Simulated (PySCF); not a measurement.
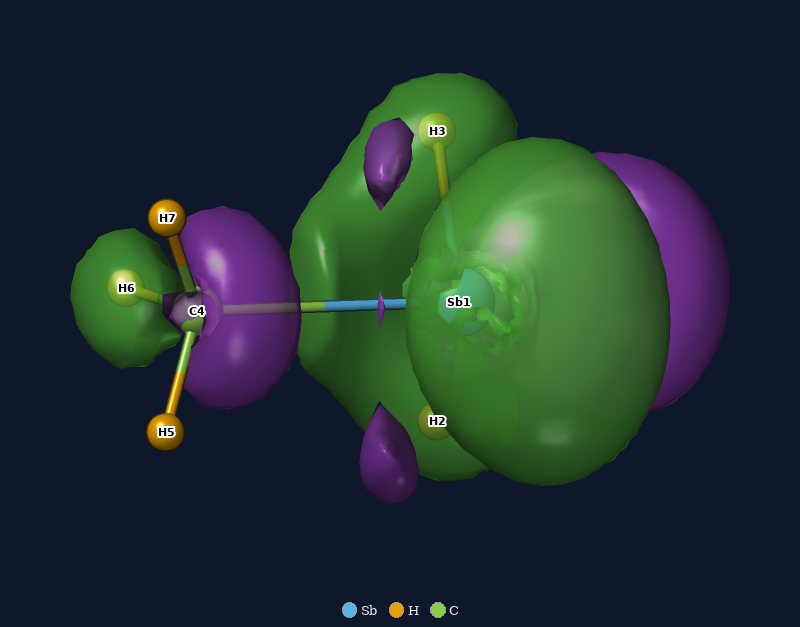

*SbH2Me (CH$_{5}$Sb). Unrelaxed difference density of S₁ less the ground state (TDA singlet states), ±0.015 e/Å³; purple: gain, green: loss.*

Computed with PySCF, B3LYP/def2-SVP, geometry: GFN2-xTB. Core potentials replace the inner electrons of Sb; spin–orbit coupling isn't included. No frequency check shows the geometry to be a minimum. GFN2-xTB bond lengths at metals and heavier atoms can be off by up to 0.1 Å and shapes distorted, which carries into these values. Without diffuse functions Rydberg states are missing, so the states' numbers hold for this basis only.

Input script:

```python
import numpy as np
from pyscf import gto, scf, dft, tdscf
from pyscf.scf import atom_ks, atom_hf
from scipy.linalg import block_diag

def solve(mol, dm0=None, hcore=None):
    mf = (dft.UKS if mol.spin else dft.RKS)(mol, xc='b3lyp')
    mf.grids.level = 3
    mf = mf.density_fit(auxbasis='def2-universal-jkfit')
    mf.conv_tol, mf.max_cycle = 1e-8, 80
    if hcore is not None:
        mf.get_hcore = lambda *args: hcore
    mf.kernel(dm0)
    if not mf.converged:
        mf = mf.newton().run(mf.mo_coeff, mf.mo_occ, max_cycle=30)
    assert mf.converged, 'SCF not converged'
    return mf

mol = gto.M(atom='''
Sb    -0.32779     0.04783     0.00075
H     -0.42644    -1.14467    -1.20277
H     -0.42734    -1.18202     1.16616
C      1.82983    -0.01119    -0.00008
H      2.20612     0.48258    -0.88868
H      2.17870    -1.03691     0.01500
H      2.20752     0.50900     0.87276
''', basis='def2-svp', ecp={'Sb': 'def2-svp'}, charge=0, spin=0, verbose=4)
mf = solve(mol)
td = mf.TDA()
td.nstates, td.singlet, td.conv_tol = 5, True, 1e-5
td.kernel()
td.analyze()
x, y = np.array([p[0] for p in td.xy]), np.array([p[1] + 0 * p[0] for p in td.xy])
f, mu = td.oscillator_strength(), td.transition_dipole()
nto = [td.get_nto(state=i + 1, verbose=4) for i in range(len(td.e))]
# spherically averaged free atoms, for the promolecule
atom_ks.AtomSphAverageRKS.init_guess_by_vsap = lambda self, mol=None: self.init_guess_by_minao(mol)  # core potentials
atm = atom_ks.get_atm_nrks(mol, xc='b3lyp')
pro = block_diag(*[(atm[a[0]][2] * atm[a[0]][3]) @ atm[a[0]][2].T for a in mol._atom])
np.savez('result.npz', e=td.e, f=f, ok=td.converged, w=[n[0] for n in nto], nto=[n[1] for n in nto], x=x, y=y, c=mf.mo_coeff, occ=mf.mo_occ, eps=mf.mo_energy, pro=pro, mu=mu)
```

Run with:

```sh
OMP_NUM_THREADS=1 python input.py
```

The run took 33 s on 1 thread of Arm Neoverse V2 (shared host), peak memory 0.4 GiB.

> How does the charge move on excitation?

0.59 e is displaced in all, of which about 0.2 e passes between atoms: Sb1 (0.11 e) loses electrons and C4 (0.07 e) and H5 and H7 (0.04 e each) gain them. The state: 6.19 eV (200 nm), f = 0.142 (bright), partly diffuse acceptor orbital, which a basis without diffuse functions describes poorly; the leading pair carries 96 %; hole on Sb1 (69 %), H2 and H3 (10 % each) and C4 (8 %), electron on Sb1 (57 %), C4 (14 %) and H2 and H3 (7 % each) (atom shares of so diffuse an orbital are rough); their centroids lie 0.4 Å apart.
